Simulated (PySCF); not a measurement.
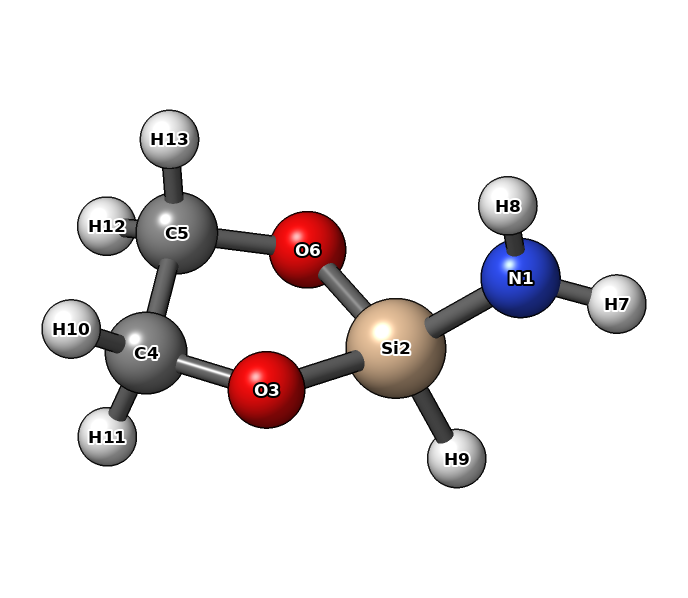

The thickness of each stick grows with its Mayer bond order. Computed geometry: PBE0-D3(BJ)/def2-SVP optimisation. No frequency run is at hand to confirm it as a minimum. Method: PBE0/def2-TZVP (PySCF 2.14.0).

Question: Which bond has the highest Mayer bond order?

Answer: N1–Si2, 1.22, at a length of 1.696 Å.

List the Mayer bond orders of N1–Si2, N1–H7, N1–H8, Si2–O3, Si2–O6, Si2–H9, O3–C4, C4–C5, C4–H10, C4–H11, C5–O6, C5–H12, C5–H13.

```csv
bond,Mayer order,length (Å)
N1–Si2,1.22,1.696
N1–H7,0.91,1.011
N1–H8,0.91,1.012
Si2–O3,1.13,1.678
Si2–O6,1.12,1.681
Si2–H9,0.94,1.483
O3–C4,1.00,1.411
C4–C5,1.01,1.535
C4–H10,0.95,1.102
C4–H11,0.96,1.107
C5–O6,1.01,1.410
C5–H12,0.95,1.102
C5–H13,0.96,1.107
```
